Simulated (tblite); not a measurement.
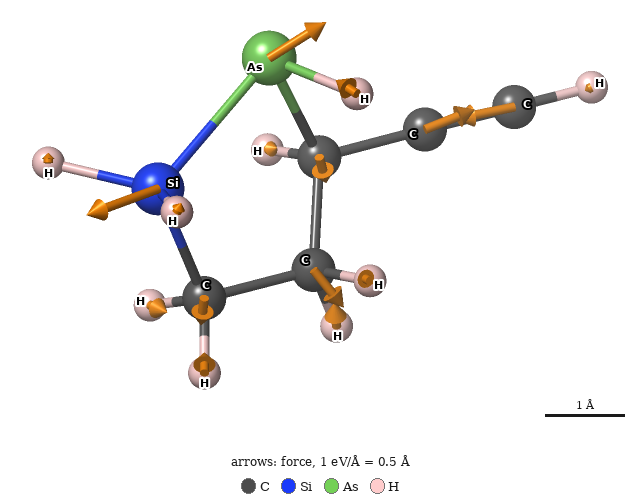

Starting geometry of C5H9AsSi (charge +1, multiplicity 2) with the computed forces as orange arrows. Style: ball-and-stick. Shown at a tilt.

Method: tblite, GFN2-xTB geometry optimisation, gas phase. 

Q: Is this structure relaxed? If not, where do the atoms go?

A: It isn't relaxed: the largest force vector, on the Si atom, is 2.37 eV/Å. The final displacements follow the starting forces only in part (cosine between the two patterns 0.40). Over 51 geometry steps the energy falls by 42.3 kJ/mol. The atom that moves furthest after the best rigid fit is an H atom (0.22 Å). By element the largest moves are H 0.22 Å, As 0.18 Å, C 0.16 Å, Si 0.13 Å. Some distances before and after: As–Si 2.303 → 2.571 Å, As–H 1.578 → 1.504 Å, C–Si 1.862 → 1.914 Å, C–H 1.123 → 1.093 Å. Among the angles between lasting bonds that change: C–C–As 109.3° → 99.6°, As–Si–H 111.6° → 101.9°, As–Si–H 109.8° → 101.9°. The run took 0.43 s on 1 thread of Arm Neoverse V1, on a shared host.
